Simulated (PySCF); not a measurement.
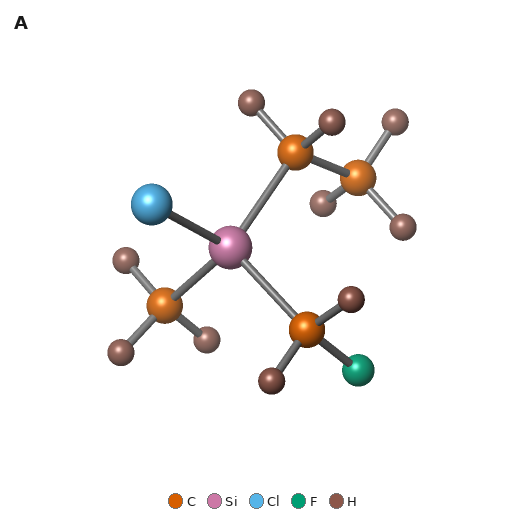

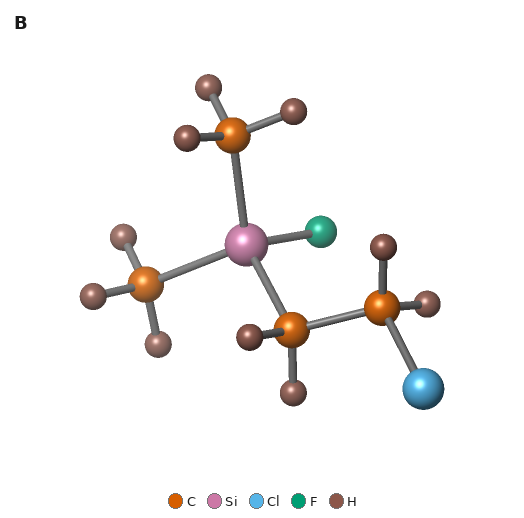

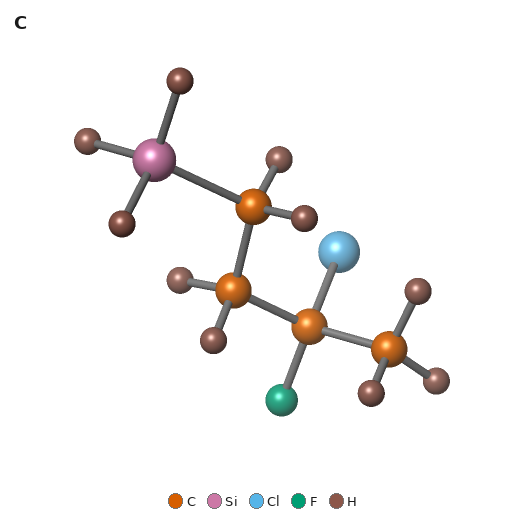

3 stationary structures of one formula. Geometries: GFN2-xTB. Electronic energies: ωB97X-D/def2-SVPD (PySCF 2.14.0), without zero-point energy. No frequency run is at hand to confirm each as a minimum. Each is one conformer, not always the lowest.

Question: Which is lowest in energy, and by how much?

Answer: B is lowest; A lies 18.1 kcal/mol above it, C lies 60.0 kcal/mol above it. A is `CC[Si@](C)(Cl)CF`, B is `C[Si](C)(F)CCCl`, C is `C[C@](F)(Cl)CC[SiH3]`.

The geometry is semi-empirical. Around Si such bond lengths and angles can be off by a tenth of an ångström or more and by several degrees, and values that hang on the shape move with them.
